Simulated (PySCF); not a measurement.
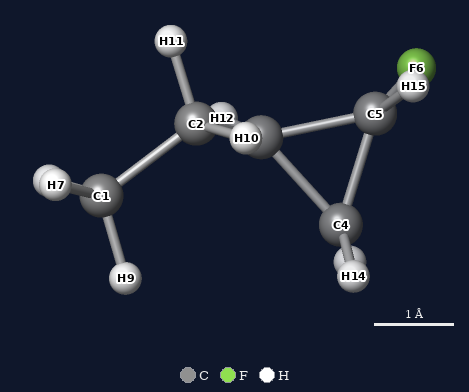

Figure 1. The structure (ball-and-stick view, seen at a tilt; atoms are numbered from 1 in the order of the input). Bond lengths as drawn: C–C 1.49 to 1.52 Å, C–F 1.36 Å and C–H 1.09 to 1.10 Å.

## C₅H₉F: one change and its effect

System: C₅H₉F, SMILES CC[C@@H]1C[C@H]1F.
Method of run 1: GIAO WP04/pcSseg-1 NMR shielding, non-relativistic, gas phase (PySCF 2.14.0).

The geometry comes from this level: PBE0-D3(BJ)/def2-SVP. Text and figures count atoms from 1; the logs count them from 0 in places.

Input, run 1:
```
{"job": {"kind": "nmr", "xc": "WP04", "basis": "pcSseg-1", "pop": false}, "charge": 0, "multiplicity": 1}
C      1.831732    -0.840049    -0.048078
C      0.669130    -0.189216     0.685724
C     -0.632096    -0.294458    -0.068391
C     -0.972026     0.672264    -1.184013
C     -1.714583     0.707673     0.105551
F     -3.000672     0.272300     0.113085
H      2.771469    -0.745895     0.516761
H      1.646348    -1.913366    -0.212103
H      1.983531    -0.378158    -1.036431
H      0.894578     0.876115     0.867679
H      0.547287    -0.647447     1.682503
H     -0.998896    -1.314694    -0.230963
H     -1.513496     0.274275    -2.045677
H     -0.276787     1.486777    -1.408713
H     -1.565065     1.546868     0.794681
```

The first line tells a small driver script what to run in PySCF; the rest is the geometry in Å.

Hardware: 1 CPU thread, shared host.

Output (run 1):
```
coarse grid: 12096 points
cycle   1  E = -302.3434305385  dE =  5.570e-01  |g| = 8.563e-01  |ddm| = 3.338e+00
cycle   2  E = -302.2324925410  dE =  1.109e-01  |g| = 1.181e+00  |ddm| = 1.435e+00
cycle   3  E = -302.4809990645  dE = -2.485e-01  |g| = 1.148e-01  |ddm| = 8.971e-01
cycle   4  E = -302.4832888190  dE = -2.290e-03  |g| = 4.095e-02  |ddm| = 1.017e-01
cycle   5  E = -302.4836495078  dE = -3.607e-04  |g| = 7.227e-03  |ddm| = 3.608e-02
cycle   6  E = -302.4836585116  dE = -9.004e-06  |g| = 3.729e-03  |ddm| = 9.322e-03
cycle   7  E = -302.4836614807  dE = -2.969e-06  |g| = 3.711e-04  |ddm| = 3.270e-03
final grid: 115992 points
cycle   8  E = -302.5456896704  dE = -6.026e-05  |g| = 8.930e-03  |ddm| = 3.589e-02
cycle   9  E = -302.5456727397  dE =  1.693e-05  |g| = 1.285e-02  |ddm| = 1.581e-02
cycle  10  E = -302.5457083204  dE = -3.558e-05  |g| = 1.322e-03  |ddm| = 9.409e-03
cycle  11  E = -302.5457086040  dE = -2.836e-07  |g| = 2.101e-04  |ddm| = 1.069e-03
cycle  12  E = -302.5457086109  dE = -6.868e-09  |g| = 5.525e-05  |ddm| = 1.688e-04
cycle  13  E = -302.5457086115  dE = -6.279e-10  |g| = 2.344e-05  |ddm| = 6.676e-05
converged SCF energy = -302.5457086115

GIAO shielding tensors (ppm)
atom      isotropic    diamagn.    paramagn.     s11        s22        s33       span
  0 C      156.189     247.059     -90.870    145.426    151.632    171.510     26.084
  1 C      143.894     247.489    -103.596    132.017    140.989    158.675     26.658
  2 C      150.164     251.487    -101.322    115.971    138.380    196.142     80.171
  3 C      158.598     254.798     -96.200    131.258    147.641    196.896     65.638
  4 C       96.163     252.639    -156.476     41.528     67.359    179.601    138.073
  5 F      397.252     472.193     -74.941    349.364    398.454    443.937     94.573
  6 H       30.546      28.107       2.439     26.419     27.747     37.471     11.051
  7 H       30.564      29.799       0.765     26.869     28.688     36.134      9.266
  8 H       30.581      30.916      -0.335     26.265     29.962     35.514      9.249
  9 H       31.358      32.739      -1.380     26.404     31.448     36.223      9.819
 10 H       29.687      30.704      -1.016     24.672     29.128     35.262     10.590
 11 H       30.603      32.499      -1.896     25.009     29.599     37.201     12.192
 12 H       30.627      30.371       0.256     25.906     27.752     38.223     12.317
 13 H       31.282      32.156      -0.874     26.802     28.496     38.549     11.747
 14 H       27.739      31.582      -3.842     22.670     28.811     31.737      9.067
```

Run 2 used a changed input.

The two runs side by side:

| quantity | run 1 | run 2 |
| --- | --- | --- |
| outcome | converged | converged |
| total energy (hartree) | −302.545709 | −295.633249 |
| HOMO (eV) | −9.11 | −9.82 |
| LUMO (eV) | −0.02 | 3.39 |
| dipole moment (D) | 1.98 | 1.84 |
| shielding of C1 (ppm) | 156.2 | 169.9 |
| shielding of C2 (ppm) | 143.9 | 158.2 |
| shielding of C3 (ppm) | 150.2 | 163.5 |
| shielding of C4 (ppm) | 158.6 | 171.4 |
| shielding of C5 (ppm) | 96.2 | 110.9 |
| shielding of F6 (ppm) | 397.3 | 407.3 |
| shielding of H15 (ppm) | 27.7 | 27.5 |
| SCF iterations | 13 | 12 |
| basis functions | 147 | 147 |
| wall time (shared host) | 12 s | 16 s |

Which change of the input explains these differences?

The change (lines with − go, lines with + come):
```diff
-"xc": "WP04"
+"xc": "wB97X-D"
```

The total energies belong to different methods, so their difference says nothing on which is more stable or more accurate. The HOMO goes from −9.11 to −9.82 eV. The LUMO goes from −0.02 to 3.39 eV. The dipole moment goes from 1.98 to 1.84 D. Of all shieldings, the largest change is that of C5, by +14.7 ppm. The functional changes from WP04 to wB97X-D. Exact exchange removes part of the self-interaction error of semilocal functionals, which pushes filled and empty levels apart. The SCF takes 12 iterations against 13.

Output (run 2):
```
coarse grid: 12096 points
cycle   1  E = -295.5410298037  dE =  9.064e-01  |g| = 4.952e-01  |ddm| = 3.212e+00
cycle   2  E = -295.5482249308  dE = -7.195e-03  |g| = 5.239e-01  |ddm| = 6.188e-01
cycle   3  E = -295.5876710674  dE = -3.945e-02  |g| = 4.179e-02  |ddm| = 3.061e-01
cycle   4  E = -295.5879559052  dE = -2.848e-04  |g| = 2.035e-02  |ddm| = 3.978e-02
cycle   5  E = -295.5880501992  dE = -9.429e-05  |g| = 4.102e-03  |ddm| = 2.071e-02
cycle   6  E = -295.5880543044  dE = -4.105e-06  |g| = 7.026e-04  |ddm| = 4.180e-03
final grid: 115992 points
cycle   7  E = -295.6332397636  dE = -2.174e-04  |g| = 6.480e-03  |ddm| = 4.530e-02
cycle   8  E = -295.6332419987  dE = -2.235e-06  |g| = 6.506e-03  |ddm| = 1.118e-02
cycle   9  E = -295.6332484153  dE = -6.417e-06  |g| = 6.409e-04  |ddm| = 4.057e-03
cycle  10  E = -295.6332484974  dE = -8.209e-08  |g| = 3.103e-04  |ddm| = 1.144e-03
cycle  11  E = -295.6332485190  dE = -2.158e-08  |g| = 5.403e-05  |ddm| = 3.011e-04
cycle  12  E = -295.6332485199  dE = -9.362e-10  |g| = 1.375e-05  |ddm| = 1.073e-04
converged SCF energy = -295.6332485199

GIAO shielding tensors (ppm)
atom      isotropic    diamagn.    paramagn.     s11        s22        s33       span
  0 C      169.902     246.047     -76.145    158.484    166.065    185.159     26.676
  1 C      158.198     245.339     -87.140    145.898    155.425    173.272     27.374
  2 C      163.507     250.323     -86.816    129.360    152.573    208.588     79.228
  3 C      171.386     253.269     -81.882    145.763    159.040    209.356     63.592
  4 C      110.873     250.570    -139.696     59.229     80.844    192.547    133.318
  5 F      407.317     469.260     -61.943    361.935    405.578    454.438     92.502
  6 H       30.348      28.099       2.248     25.738     27.341     37.964     12.226
  7 H       30.373      29.260       1.113     26.294     28.343     36.483     10.189
  8 H       30.378      29.965       0.413     25.693     29.705     35.735     10.042
  9 H       31.282      31.649      -0.367     25.907     31.350     36.588     10.681
 10 H       29.452      30.252      -0.800     23.979     28.847     35.530     11.551
 11 H       30.500      31.659      -1.159     24.525     29.230     37.744     13.218
 12 H       30.485      30.153       0.332     25.390     27.174     38.891     13.501
 13 H       31.171      31.226      -0.055     26.365     27.974     39.174     12.809
 14 H       27.496      30.975      -3.479     22.156     28.499     31.832      9.677
```
